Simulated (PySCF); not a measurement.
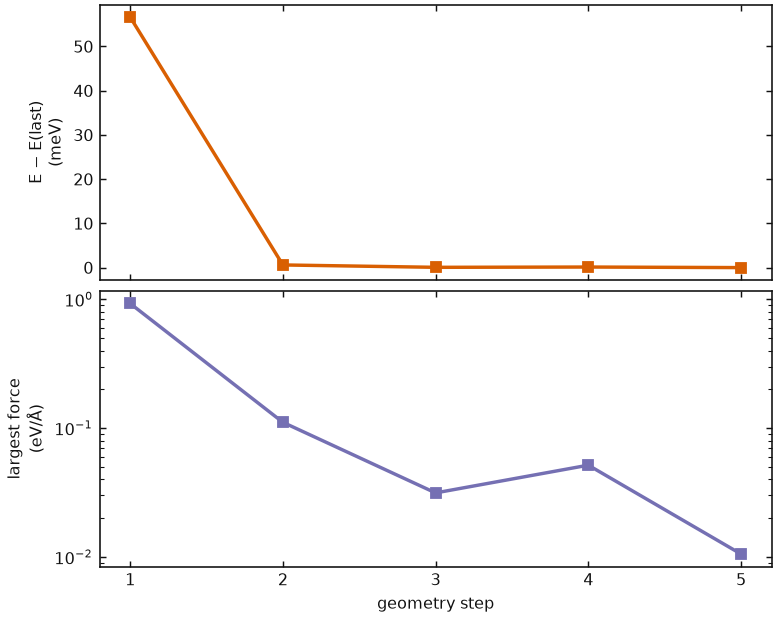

History of a geometry optimisation.

- system: Benzvalene (SMILES C1=CC2C3C1C23)
- method: PBE0-D3(BJ)/def2-SVP, geometry optimisation in PySCF 2.14.0, density fitting

### How did the optimisation end?

The optimisation met its thresholds at geometry 5, counting the start as the first. The energy fell by about 57 meV from the first step to the last. The largest force goes from about 0.93 eV/Å at the start to 0.011 eV/Å at the end.
